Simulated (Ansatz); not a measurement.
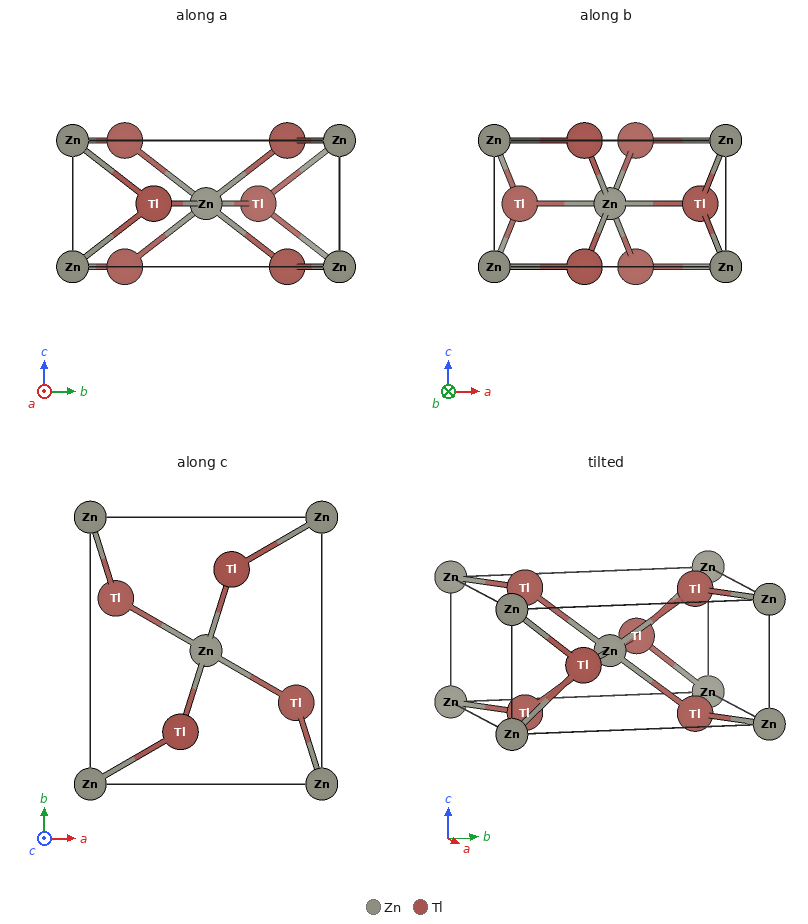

A ball-and-stick rendering, viewed along the a axis, along the b axis, along the c axis and slightly off an axis. The conventional unit cell is outlined; an atom on or near a face, edge or corner is repeated at each equivalent position.

Lattice parameters: a = 6.425 Å, b = 7.408 Å, c = 3.504 Å, α = 90.00°, β = 90.00°, γ = 90.00°.

Question: Write down what is shown as a table of Wyckoff sites, with free fractional coordinates to two decimals.

Answer: Space group Pnnm (No. 58).
```tsv
atom	site	x	y	z
Zn	2a	0.50	0.50	0.50
Tl	4g	0.89	0.30	0.50
```

The model was built from a textbook structure type filled with these elements (whether it is the usual form wasn't checked). It is drawn as it came out of a relaxation with Ansatz 0.2.0, DFT PBE, scalar-relativistic, plane waves, PAW.
